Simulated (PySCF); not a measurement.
```xyz
2

In    0.0000    0.0000   -0.2378
O     0.0000    0.0000    1.7082
```

Core potentials replace the inner electrons of In.

Theory: PBE0/def2-SVPD, non-relativistic Hamiltonian with scalar-relativistic core potentials where named, at a bond length of 1.946 Å in PySCF 2.14.0.

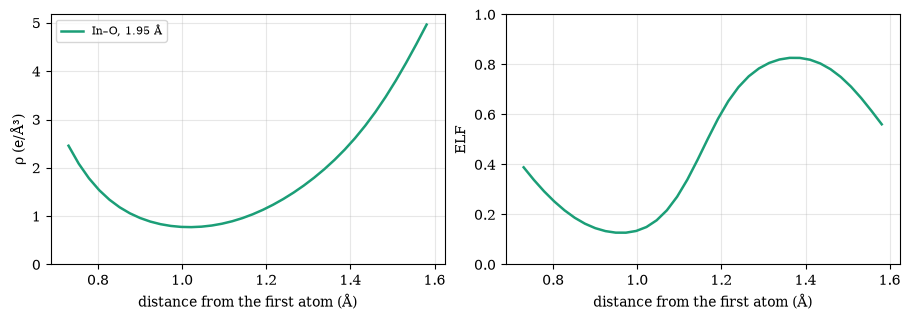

InO (charge −1). Electron density and ELF along straight lines between neighbouring atoms. The curves leave out the atomic cores.

Question: What can be read from the curves?

Answer: In–O (1.95 Å): ρ is about 0.8 e/Å³ halfway; the ELF peaks at about 0.85 in the valence shell of O, 0.6 Å from its nucleus, and drops to about 0.15 between the two atoms.
